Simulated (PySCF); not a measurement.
# What a change does: NMR shielding calculation on C2H8BSi

System: C2H8BSi, charge −1.
Method of run 1: GIAO PBE0/pcSseg-1 NMR shielding, non-relativistic, IEF-PCM dimethylsulfoxide (PySCF 2.14.0).

The geometry comes from this level: GFN2-xTB, coordinate held. Text and figures count atoms from 1; the logs count them from 0 in places.

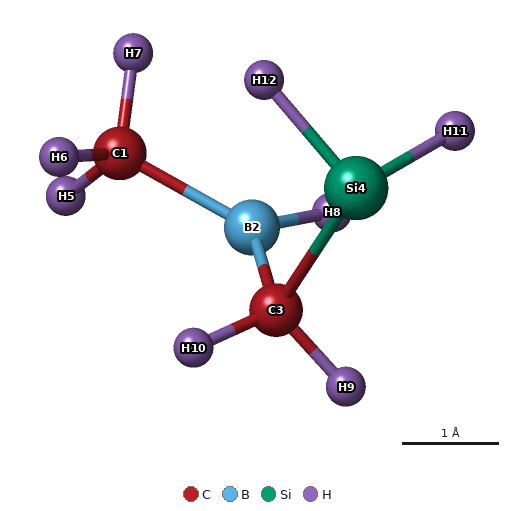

The input geometry (ball-and-stick view, seen at a tilt; atoms are numbered from 1 in the order of the input).

Input, run 1:
```
{"job": {"kind": "nmr", "xc": "PBE0", "basis": "pcSseg-1", "solvent": "dimethylsulfoxide", "every": 1, "pop": false}, "charge": -1, "multiplicity": 1}
C     -1.470341     0.632435    -0.321139
B     -0.310626    -0.450575    -0.558686
C      0.470894    -1.041182     0.586717
Si     2.028761     0.197016     0.719651
H     -2.451447     0.192394    -0.533515
H     -1.500431     0.998828     0.706261
H     -1.375126     1.503190    -0.975436
H     -0.073227    -0.752662    -1.689339
H      0.921440    -2.025709     0.441533
H      0.013836    -1.021094     1.578907
H      2.446789     0.230915    -0.716167
H      1.316124     1.511161     0.705198
```

The first line tells a small driver script what to run in PySCF; the rest is the geometry in Å.

Command:
```bash
OMP_NUM_THREADS=1 python <driver script> task.json out
```

Hardware: 1 CPU thread, shared host.

Output (run 1):
```
coarse grid: 9848 points
cycle   1  E = -395.0644329971  dE = -1.055e-01  |g| = 5.015e-01  |ddm| = 2.864e+00
cycle   2  E = -395.0420673431  dE =  2.237e-02  |g| = 5.962e-01  |ddm| = 1.333e+00
cycle   3  E = -395.1454218148  dE = -1.034e-01  |g| = 4.226e-02  |ddm| = 6.594e-01
cycle   4  E = -395.1458957865  dE = -4.740e-04  |g| = 2.254e-02  |ddm| = 9.259e-02
cycle   5  E = -395.1460293817  dE = -1.336e-04  |g| = 4.632e-03  |ddm| = 2.626e-02
cycle   6  E = -395.1460361170  dE = -6.735e-06  |g| = 1.715e-03  |ddm| = 1.011e-02
final grid: 88528 points
cycle   7  E = -395.1672047827  dE = -2.023e-05  |g| = 6.741e-03  |ddm| = 2.209e-02
cycle   8  E = -395.1671998244  dE =  4.958e-06  |g| = 7.981e-03  |ddm| = 1.237e-02
cycle   9  E = -395.1672170179  dE = -1.719e-05  |g| = 3.205e-04  |ddm| = 6.896e-03
cycle  10  E = -395.1672170390  dE = -2.110e-08  |g| = 1.470e-04  |ddm| = 4.456e-04
cycle  11  E = -395.1672170447  dE = -5.669e-09  |g| = 2.741e-05  |ddm| = 1.714e-04
cycle  12  E = -395.1672170449  dE = -2.133e-10  |g| = 6.955e-06  |ddm| = 7.351e-05
converged SCF energy = -395.1672170449

GIAO shielding tensors (ppm)
atom      isotropic    diamagn.    paramagn.     s11        s22        s33       span
  0 C      175.522     250.828     -75.307    163.553    176.255    186.757     23.203
  1 B       54.031     190.282    -136.251     -7.094     44.599    124.586    131.680
  2 C      164.752     253.083     -88.331    143.943    173.169    177.144     33.200
  3 Si     546.324     878.954    -332.630    462.609    569.051    607.312    144.703
  4 H       31.189      29.784       1.404     27.618     28.160     37.787     10.168
  5 H       31.403      32.192      -0.788     27.768     31.485     34.957      7.189
  6 H       30.693      30.669       0.024     27.114     28.702     36.261      9.147
  7 H       26.219      31.106      -4.887     23.336     26.511     28.809      5.473
  8 H       30.908      31.139      -0.231     25.550     28.304     38.870     13.319
  9 H       30.698      32.066      -1.367     26.384     28.583     37.127     10.743
 10 H       30.386      31.155      -0.769     26.844     28.939     35.375      8.531
 11 H       30.815      31.586      -0.771     26.212     30.510     35.722      9.511
```

The input of run 2 differs as follows (lines with − go, lines with + come):
```diff
-C     -1.470341     0.632435    -0.321139
-B     -0.310626    -0.450575    -0.558686
-C      0.470894    -1.041182     0.586717
-Si     2.028761     0.197016     0.719651
-H     -2.451447     0.192394    -0.533515
-H     -1.500431     0.998828     0.706261
-H     -1.375126     1.503190    -0.975436
-H     -0.073227    -0.752662    -1.689339
-H      0.921440    -2.025709     0.441533
-H      0.013836    -1.021094     1.578907
-H      2.446789     0.230915    -0.716167
-H      1.316124     1.511161     0.705198
+C     -1.492294     0.636774    -0.328912
+B     -0.139978    -0.229882    -0.620317
+C      0.426170    -1.099320     0.605606
+Si     1.570274     0.349574     0.187164
+H     -2.389994     0.006907    -0.331571
+H     -1.461602     1.131556     0.645526
+H     -1.664168     1.419078    -1.075782
+H     -0.111366    -0.761177    -1.705791
+H      0.850450    -2.093504     0.452006
+H     -0.044823    -1.055552     1.589134
+H      2.849877     0.147691    -0.519100
+H      1.631048     1.552721     1.036457
```

Predict how the results change.

With the same method and basis, run 2 lies 4.1 kcal/mol higher. The LUMO goes from 0.43 to 1.60 eV. Of all shieldings, the largest change is that of B2, by +89.1 ppm. The number of SCF iterations is the same.

Output (run 2):
```
coarse grid: 9848 points
cycle   1  E = -395.0052586269  dE =  1.171e-01  |g| = 6.351e-01  |ddm| = 3.012e+00
cycle   2  E = -394.8873719662  dE =  1.179e-01  |g| = 8.896e-01  |ddm| = 2.438e+00
cycle   3  E = -395.1387215354  dE = -2.513e-01  |g| = 4.583e-02  |ddm| = 1.596e+00
cycle   4  E = -395.1390367283  dE = -3.152e-04  |g| = 3.444e-02  |ddm| = 7.932e-02
cycle   5  E = -395.1393490337  dE = -3.123e-04  |g| = 4.139e-03  |ddm| = 3.373e-02
cycle   6  E = -395.1393539509  dE = -4.917e-06  |g| = 1.215e-03  |ddm| = 6.157e-03
final grid: 88528 points
cycle   7  E = -395.1606421929  dE = -2.109e-05  |g| = 6.693e-03  |ddm| = 2.319e-02
cycle   8  E = -395.1606322045  dE =  9.988e-06  |g| = 8.934e-03  |ddm| = 1.732e-02
cycle   9  E = -395.1606545302  dE = -2.233e-05  |g| = 5.124e-04  |ddm| = 1.057e-02
cycle  10  E = -395.1606545962  dE = -6.599e-08  |g| = 1.765e-04  |ddm| = 8.066e-04
cycle  11  E = -395.1606546042  dE = -8.065e-09  |g| = 2.636e-05  |ddm| = 1.808e-04
cycle  12  E = -395.1606546044  dE = -1.784e-10  |g| = 1.104e-05  |ddm| = 6.122e-05
converged SCF energy = -395.1606546044

GIAO shielding tensors (ppm)
atom      isotropic    diamagn.    paramagn.     s11        s22        s33       span
  0 C      181.127     246.007     -64.880    173.255    179.522    190.605     17.350
  1 B      143.176     187.516     -44.339    127.632    137.065    164.832     37.201
  2 C      203.569     251.673     -48.104    179.280    193.866    237.562     58.282
  3 Si     524.423     882.746    -358.323    417.175    471.511    684.583    267.408
  4 H       31.399      30.154       1.245     26.751     28.643     38.802     12.051
  5 H       32.723      31.266       1.457     28.257     31.699     38.213      9.955
  6 H       31.479      30.034       1.444     26.692     28.974     38.769     12.077
  7 H       31.207      30.389       0.818     27.407     29.976     36.237      8.830
  8 H       32.358      30.977       1.381     26.403     27.048     43.623     17.219
  9 H       32.793      31.777       1.016     27.724     28.213     42.442     14.718
 10 H       30.415      31.175      -0.760     24.667     28.135     38.442     13.775
 11 H       30.727      31.475      -0.748     24.918     29.458     37.806     12.889
```

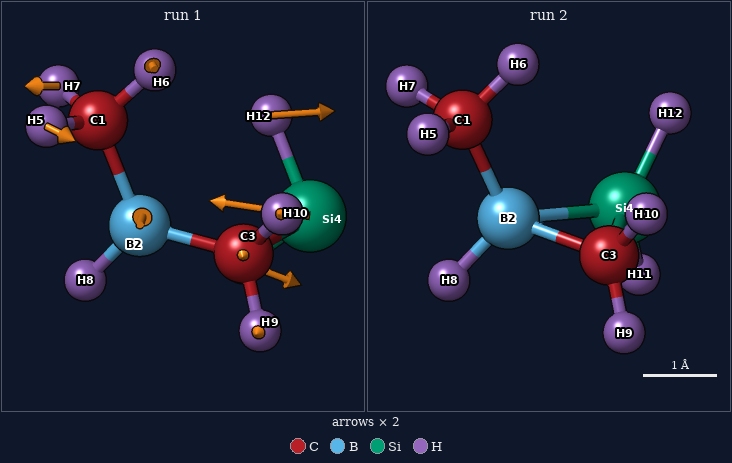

The two input geometries at one scale (ball-and-stick view, seen at a tilt). The orange arrows on the first give the shifts of the atoms after the best rigid fit, magnified 2 times. The largest move after the best rigid fit is that of Si4, 0.71 Å. Largest moves by element: Si 0.71 Å, H 0.46 Å, B 0.28 Å, C 0.08 Å. Among the contacts that change: B2–Si4 2.743 → 1.978 Å, C3–Si4 1.994 → 1.893 Å, B2–C3 1.507 → 1.606 Å, C1–B2 1.604 → 1.632 Å.

The two runs side by side:

| quantity | run 1 | run 2 |
| --- | --- | --- |
| outcome | converged | converged |
| total energy (hartree) | −395.167217 | −395.160655 |
| HOMO (eV) | −4.51 | −4.49 |
| LUMO (eV) | 0.43 | 1.60 |
| shielding of C1 (ppm) | 175.5 | 181.1 |
| shielding of B2 (ppm) | 54.0 | 143.2 |
| shielding of C3 (ppm) | 164.8 | 203.6 |
| shielding of Si4 (ppm) | 546.3 | 524.4 |
| shielding of H8 (ppm) | 26.2 | 31.2 |
| shielding of H9 (ppm) | 30.9 | 32.4 |
| shielding of H10 (ppm) | 30.7 | 32.8 |
| SCF iterations | 12 | 12 |
| basis functions | 115 | 115 |
| wall time (shared host) | 11 s | 11 s |
